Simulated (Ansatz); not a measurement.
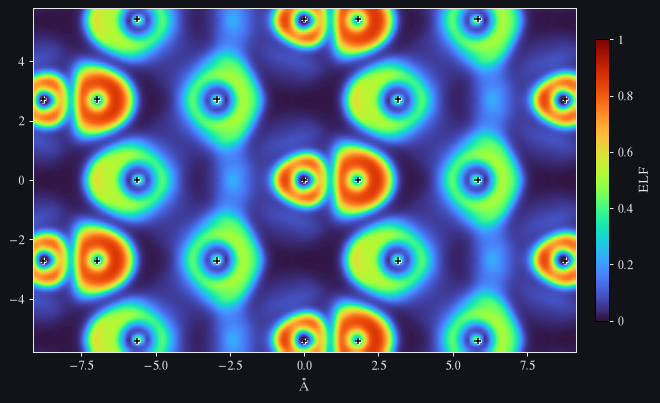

The electron localisation function on a plane through atoms (crosses mark nuclei in the plane).

Level of theory: Ansatz 0.2.0, DFT PBE, scalar-relativistic, plane waves, PAW.

Candidates:
A. Mg₃CdSe₂O₂, a = 3.89 Å, b = 3.89 Å, c = 9.81 Å, α = 90.00°, β = 90.00°, γ = 90.00°. Space group P-4m2; a generated structure, not necessarily the stable one.
B. TaBi₂O₅, a = 3.83 Å, b = 3.83 Å, c = 17.56 Å, α = 90.00°, β = 90.00°, γ = 90.00°. Space group I4mm; a generated structure, not necessarily the stable one; computed without spin polarisation.
C. HfSi₂B₄, a = 3.04 Å, b = 3.04 Å, c = 9.72 Å, α = 90.00°, β = 90.00°, γ = 120.00°. Space group P6/mmm; a generated structure, not necessarily the stable one.

Q: Which system is this?

A: Candidate B: TaBi₂O₅ on the (11̄0) plane of the conventional cell, which holds Ta, Bi and O. Ta–O (1.82 Å): the ELF peaks at about 0.80 in the valence shell of O, 0.5 Å from its nucleus, and drops to about 0.30 between the two atoms.
